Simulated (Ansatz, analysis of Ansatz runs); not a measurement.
# S_Cl under the (111) surface of SrCl2: energy against depth, part 2 of 3

Question: does neutral S_Cl prefer the (111) surface of SrCl2 or the inside, and by how much? The same defect is put at one site in each of several layers from the top towards the middle of one slab. Model: a cell of 36 host atoms with 1 Cl taken out and 1 S put in.

Ansatz 0.2.0; plane-wave PAW DFT, PBEsol and LDA; a slab with vacuum, neutral defects.

So far. Step 2 (The clean slab): On a dense mesh the slab's energy differs by 5 meV an atom, so the sampling is kept; the layers are compared at one sampling, where most of this error should cancel, which was not tested. Step 3 (Does the supercell reconstruct?): Atoms end at most 0.00 Å from the small cell's positions, so the small cell's structure is at least a local minimum.

## (4) The defect, layer by layer

Level of this step: plane-wave PAW DFT, PBEsol, periodic cell with vacuum; relaxation of a neutral defect in a slab (Ansatz).

Each layer's defect is relaxed from random displacements. Layer 1 is shown in full.

layer1_M1.relax/input.yaml reads:

```yaml
crystal:
  lattice:
    - [9.89878, 0.0, 0.0]
    - [4.94939, 8.572596, 0.0]
    - [0.0, 0.0, 23.0]
  atoms:
    - { symbol: Sr, position: [-0.0003665, -0.00091493, 0.66944933] }
    - { symbol: Sr, position: [0.33289096, 0.3324521, 0.33054189] }
    - { symbol: Sr, position: [0.16624153, 0.16576866, 0.49998872] }
    - { symbol: Cl, position: [0.16618192, 0.16576136, 0.37176292] }
    - { symbol: Cl, position: [-0.0004078, -0.00094204, 0.54194148] }
    - { symbol: S, position: [0.33296257, 0.33238183, 0.71488079] }
    - { symbol: Cl, position: [0.33290287, 0.3324046, 0.45802831] }
    - { symbol: Cl, position: [0.16624214, 0.16574258, 0.62820963] }
    - { symbol: Cl, position: [-0.00046085, -0.00089163, 0.28505644] }
    - { symbol: Sr, position: [-0.00037962, 0.49907721, 0.66945026] }
    - { symbol: Sr, position: [0.33285645, 0.83244989, 0.33053992] }
    - { symbol: Sr, position: [0.16627324, 0.66574805, 0.50000117] }
    - { symbol: Cl, position: [0.16621802, 0.66581389, 0.37178337] }
    - { symbol: Cl, position: [-0.000379, 0.49910822, 0.54195989] }
    - { symbol: Cl, position: [0.33298742, 0.8324172, 0.71490878] }
    - { symbol: Cl, position: [0.33294235, 0.83243651, 0.45803604] }
    - { symbol: Cl, position: [0.166302, 0.66576868, 0.62823308] }
    - { symbol: Cl, position: [-0.00043282, 0.49913558, 0.28510423] }
    - { symbol: Sr, position: [0.49960252, -0.00093769, 0.66944836] }
    - { symbol: Sr, position: [0.83288689, 0.33244183, 0.33053996] }
    - { symbol: Sr, position: [0.66624095, 0.16573361, 0.50000041] }
    - { symbol: Cl, position: [0.66626377, 0.16578031, 0.37178225] }
    - { symbol: Cl, position: [0.4995889, -0.00090055, 0.54196301] }
    - { symbol: Cl, position: [0.83296821, 0.33242881, 0.7149153] }
    - { symbol: Cl, position: [0.83290499, 0.33246059, 0.45804553] }
    - { symbol: Cl, position: [0.66632339, 0.16573498, 0.62822638] }
    - { symbol: Cl, position: [0.49953947, -0.00083724, 0.28510301] }
    - { symbol: Sr, position: [0.4996467, 0.49906257, 0.66944326] }
    - { symbol: Sr, position: [0.83287951, 0.83247008, 0.33053776] }
    - { symbol: Sr, position: [0.66625214, 0.66574811, 0.49998368] }
    - { symbol: Cl, position: [0.66619584, 0.66577033, 0.37174949] }
    - { symbol: Cl, position: [0.49957058, 0.49905761, 0.54194776] }
    - { symbol: Cl, position: [0.83293433, 0.83238414, 0.71489431] }
    - { symbol: Cl, position: [0.83288731, 0.8324014, 0.45802792] }
    - { symbol: Cl, position: [0.66627506, 0.66570925, 0.62820149] }
    - { symbol: Cl, position: [0.49952282, 0.49908907, 0.28508745] }
basis:
  ecutwfc: 420
  xc_grid: 2
hamiltonian:
  xc: pbesol
kpoints:
  mp_grid: { grid: [1, 1, 1] }
magnetization:
  spin_polarized: true
  initial_magnetization: 1
  spin_locking: { lock_magnetization: hard }
scf:
  occupations: { method: fermi_dirac, width: 0.01 }
  max_iter: 80
output:
  forces: true
relax:
  f_tol: 0.03
  max_steps: 90
  random_displacement: { amplitude: 0.05, seed: 5695 }
```

Launch:

```console
> ansatz run input.yaml --threads 4 --pin off --max-ram 15073MiB --backend cpu --events-out ev --progress --plain --runs-dir out
```

Numbers of over 12 decimals in the logs are rounded to 6 here.

The log of the run:

```text
[...]
Crystal: 36 atoms, lattice volume = 1951.740 Å³
Basis set: ecut = 420 eV, 38177 PW (Γ), exchange–correlation on 144×144×320 points (8 copies of the dense FFT grid, shifted against one another)
Bands: 180, of which v1, the nominal top of the filled ones, is band 144 counted from 1 (143 counted from 0)
Symmetry: 1 space group operations
k-points: 1
[...]
Starting moments: Σ|m| = 1 μB on 36 of 36 sites
[...]
SCF iter   1: F=—  HF=-67278.014402 eV  |F-HF|=—  |Δ(HF+E_count)|=         —  Δρ=1.07e-2 (↑9.65e-3 ↓1.07e-2)  dr2=1.50e1  dr2_m=2.41e-1  M=1.000 μB ∫|m|=1.049 μB  β_m=0.30  ethr=3.10e-3  ⟨swp⟩=15.0  Hψ=2228  notcnv=0  defer=43
[...]
spin=Collinear: Resta preconditioning applied to the charge; magnetization (m = ρ↑ − ρ↓) channel mixes plain (no charge-response kernel on spin).
SCF iter   2: F=—  HF=-67274.945161 eV  |F-HF|=—  |Δ(HF+E_count)|=    3.07e0  Δρ=6.57e-3 (↑5.76e-3 ↓6.57e-3)  dr2=5.06e0  dr2_m=1.21e-1  M=1.000 μB ∫|m|=1.048 μB  β_m=0.50  ethr=3.10e-3  ⟨swp⟩=3.0  Hψ=535  notcnv=0  defer=62
[...]
SCF iter   7: F=-67274.534823 eV  HF=-67274.534824 eV  |F-HF|=1.36e-6  |Δ(HF+E_count)|=   2.07e-5  Δρ=7.35e-6 (↑7.35e-6 ↓7.16e-6)  dr2=5.54e-6  dr2_m=8.47e-8  M=1.000 μB ∫|m|=1.076 μB  ethr=7.84e-9  ⟨swp⟩=3.0  Hψ=1397  notcnv=0
SCF 1 converged in 7 iterations: F = -67274.534823 eV  dr2 = 5.54e-6
[...]
relax step   1: F+E_penalty+E_count = -67274.53482279 eV  Δ(F+E_penalty+E_count) = +0.000e0 eV  max|allowed force component| = 3.239e-1 eV/Å  Δτ_max = 0.0000 Å  (7 SCF iters, dr2 threshold 2.25e-5 eV, accepted)
[...]
relax step   2: F+E_penalty+E_count = -67274.66585031 eV  Δ(F+E_penalty+E_count) = -1.310e-1 eV  max|allowed force component| = 1.149e-1 eV/Å  Δτ_max = 0.0818 Å  (8 SCF iters, dr2 threshold 6.56e-6 eV, accepted)
[...]
relax step   3: F+E_penalty+E_count = -67274.68868480 eV  Δ(F+E_penalty+E_count) = -2.283e-2 eV  max|allowed force component| = 1.816e-2 eV/Å  Δτ_max = 0.0481 Å  (9 SCF iters, accepted)
SCF converged after 9 iterations
Stability checked in part: among states of this total moment the steps that led to this state did not find it unstable. No probe was made; neither looks for a lower state of another moment (fixed_total_moment; see scf.lower_state_search)
Magnetization: 1.0000 μB (144.0000 up, 143.0000 down)
Absolute magnetization: 1.0742 μB (∫|ρ↑−ρ↓|, with the PAW one-centre terms)
[...]
Per-site moments (μB) at R_I (Å): [(0.000552047, 1.202709), (1.0285719161590645e-6, 1.210425), (2.6861319857814076e-5, 1.215304), [... 33 left out ...]
Free energy (F): -67274.688685 eV
[...]
Internal energy: -67274.688685 eV  (E = F + TS)
E sigma→0 (E₀):  -67274.688685 eV
Fermi energy:    -0.577684 (↑ 1.095935, ↓ -0.577684) eV
[...]
--- Forces (eV/Å), atoms counted from 1 ---
  atom   1  Sr    -0.00028425    -0.00311053     0.01525597
  atom   2  Sr     0.00039776     0.00342211    -0.01289186
  atom   3  Sr    -0.00132372    -0.00298229     0.00987294
  atom   4  Cl    -0.00206279    -0.00037456     0.00147102
  atom   5  Cl    -0.00023886     0.00204248    -0.01373715
  atom   6  S      0.00223180    -0.00060677    -0.01364734
  atom   7  Cl     0.00242360     0.00110186     0.00838838
  atom   8  Cl     0.00058774     0.00276112    -0.00391688
  atom   9  Cl    -0.00057143    -0.00078825     0.00330403
  atom  10  Sr    -0.00916278     0.00744184     0.00993079
  atom  11  Sr     0.00022409     0.00009886    -0.01475360
  atom  12  Sr     0.00282566    -0.00206256     0.00646622
  atom  13  Cl    -0.00041005     0.00143544     0.00039520
  atom  14  Cl    -0.00364110     0.00441753    -0.00432464
[...]
atom  32  Cl     0.00204123    -0.00248297    -0.00715553
  atom  33  Cl     0.00360102     0.00370037    -0.00504220
  atom  34  Cl     0.00134385     0.00083234     0.01197352
  atom  35  Cl    -0.00365160     0.00175309    -0.00983719
  atom  36  Cl     0.00321758    -0.00134521     0.00383785
  max |Σ_I F_I| component: 7.06e-6 eV/Å
--- Relaxed structure (3 steps of the walk, 3 accepted, 0 SCFs on fresh bases) ---
  F+E_penalty+E_count = -67274.68868480 eV   max|allowed force component| = 1.816e-2 eV/Å
  atoms:
    - { symbol: Sr, position: [-0.000648, -3.3149912817719704e-5, 0.669319] }
    - { symbol: Sr, position: [0.332629, 0.333089, 0.330230] }
    - { symbol: Sr, position: [0.166527, 0.166715, 0.499633] }
    - { symbol: Cl, position: [0.166229, 0.166807, 0.371328] }
    - { symbol: Cl, position: [-0.000584, -0.000230, 0.542551] }
    - { symbol: S, position: [0.332785, 0.333017, 0.716456] }
    - { symbol: Cl, position: [0.332793, 0.333038, 0.457811] }
    - { symbol: Cl, position: [0.168390, 0.168410, 0.627722] }
    - { symbol: Cl, position: [-0.000627, -0.000137, 0.284833] }
    - { symbol: Sr, position: [-0.004544, 0.501686, 0.670046] }
    - { symbol: Sr, position: [0.332588, 0.833142, 0.330297] }
    - { symbol: Sr, position: [0.166263, 0.666005, 0.499740] }
    - { symbol: Cl, position: [0.166214, 0.665945, 0.371426] }
    - { symbol: Cl, position: [-0.001536, 0.500259, 0.541621] }
    - { symbol: Cl, position: [0.331150, 0.834056, 0.715163] }
    - { symbol: Cl, position: [0.331853, 0.833555, 0.457484] }
    - { symbol: Cl, position: [0.168415, 0.662264, 0.627850] }
    - { symbol: Cl, position: [-0.000896, 0.500041, 0.284488] }
    - { symbol: Sr, position: [0.501403, -0.004554, 0.670076] }
    - { symbol: Sr, position: [0.832690, 0.333078, 0.330264] }
    - { symbol: Sr, position: [0.665482, 0.166974, 0.499744] }
    - { symbol: Cl, position: [0.665383, 0.166981, 0.371310] }
    - { symbol: Cl, position: [0.500030, -0.001592, 0.541712] }
    - { symbol: Cl, position: [0.833941, 0.331094, 0.714928] }
[...]
- { symbol: Sr, position: [0.501375, 0.502100, 0.670144] }
    - { symbol: Sr, position: [0.832797, 0.833314, 0.330305] }
    - { symbol: Sr, position: [0.666287, 0.666340, 0.499207] }
[...]
- { symbol: Cl, position: [0.499893, 0.500717, 0.541690] }
    - { symbol: Cl, position: [0.833751, 0.833954, 0.714829] }
    - { symbol: Cl, position: [0.833106, 0.833813, 0.457513] }
    - { symbol: Cl, position: [0.666397, 0.666196, 0.627853] }
    - { symbol: Cl, position: [0.499155, 0.500152, 0.284623] }
```

Elapsed: 53 s, on 4 threads of Arm Neoverse V1, shared host; peak memory 2.4 GiB; 3.4 min of CPU time.

The steps of the relaxation:

```csv
step,energy less that of the first step (eV),largest force component (eV/Å)
1,0.0000,0.3239
2,-0.1310,0.1149
3,-0.1539,0.0182
```

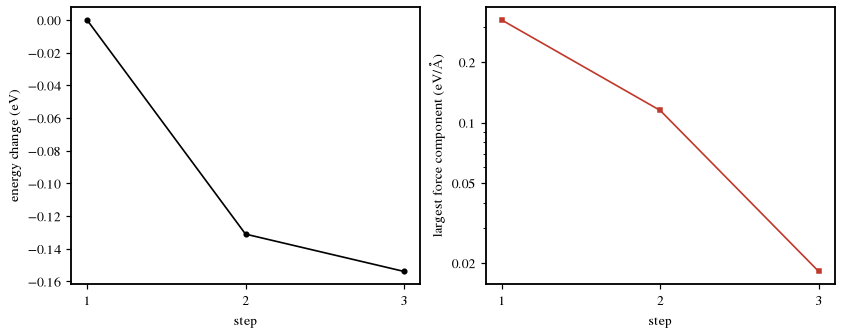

Energy and largest force along the relaxation.

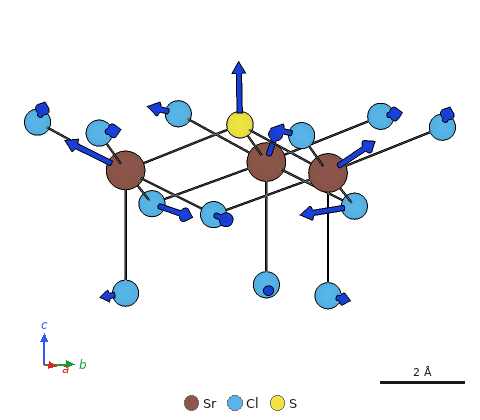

Displacements in the relaxation from the typed sites near the centre, exaggerated, the mean shift taken out; the longest in the cell stands for 0.04 Å.

The atoms that moved most (Å, from the sites as typed, ahead of the random displacement, the mean shift of all atoms taken out):

```
atom      dx      dy      dz  length
Sr19  -0.002  -0.037   0.018   0.042
Sr28   0.030   0.020   0.020   0.041
Cl26  -0.034   0.021  -0.006   0.040
  S6  -0.001  -0.001   0.040   0.040
Sr10  -0.030   0.016   0.018   0.039
 Cl8   0.033   0.017  -0.007   0.037
Cl17   0.002  -0.036  -0.005   0.037
Cl24   0.001  -0.018   0.004   0.018
```

Final coordinates:

```xyz
36
Lattice="9.8988 0.0000 0.0000 4.9494 8.5726 0.0000 0.0000 0.0000 23.0000" Properties=species:S:1:pos:R:3
Sr   -0.0066   -0.0003   15.3943
Sr    4.9412    2.8554    7.5953
Sr    2.4736    1.4292   11.4916
Cl    2.4711    1.4300    8.5405
Cl   -0.0069   -0.0020   12.4787
S     4.9424    2.8548   16.4785
Cl    4.9426    2.8550   10.5296
Cl    2.5004    1.4437   14.4376
Cl   -0.0069   -0.0012    6.5512
Sr    2.4381    4.3007   15.4111
Sr    7.4158    7.1422    7.5968
Sr    4.9421    5.7094   11.4940
Cl    4.9413    5.7089    8.5428
Cl    2.4608    4.2885   12.4573
Cl    7.4060    7.1500   16.4487
Cl    7.4105    7.1457   10.5221
Cl    4.9449    5.6773   14.4406
Cl    2.4660    4.2866    6.5432
Sr    4.9407   -0.0390   15.4117
Sr    9.8911    2.8553    7.5961
Sr    7.4139    1.4314   11.4941
Cl    7.4129    1.4315    8.5401
Cl    4.9418   -0.0136   12.4594
Cl    9.8937    2.8383   16.4433
Cl    9.8921    2.8475   10.5230
Cl    7.3841    1.4478   14.4391
Cl    4.9424   -0.0036    6.5467
Sr    7.4481    4.3043   15.4133
Sr   12.3681    7.1437    7.5970
Sr    9.8934    5.7123   11.4818
Cl    9.8917    5.7128    8.5433
Cl    7.4266    4.2924   12.4589
Cl   12.3807    7.1491   16.4411
Cl   12.3736    7.1479   10.5228
Cl    9.8938    5.7110   14.4406
Cl    7.4165    4.2876    6.5463
```

Neighbours of S6 at the end:

```
atom  distance (Å)
Sr10         3.082
Sr19         3.084
Sr28         3.084
Cl26         3.479
Cl17         3.481
 Cl8         3.481
Cl23         4.938
Cl14         4.938
Cl32         4.939
Cl15         4.947
Cl24         4.948
Cl33         4.949
```

All relaxations:

```
layer  depth (Å)  moment (μB)    outcome  structures computed  largest displacement from the input (Å)     time
    1       0.00            1  converged                    3                                     0.04     53 s
    2       1.99            1  converged                    9                                     0.50  2.7 min
    3       3.98            1  converged                    9                                     0.37  2.8 min
```

The relaxation ends 4.3 meV an atom lower than the displaced start, with a largest force component of 0.018 eV/Å.

[end of part 2 of 3]

[Logs are printed without paths, hosts, clocks, repeated set-up lines and the standing remarks that a program may print on its own settings, such as how far it seeks lower states.]

[Hosts, paths, dates, database ids (printed as entryN), source tags and the programs' standing remarks are cut or masked in the printed files.]

[Maps of the electrostatic potential energy from Ansatz leave out the sawtooth potential of an applied field or a dipole correction, so their vacuum need not be flat.]
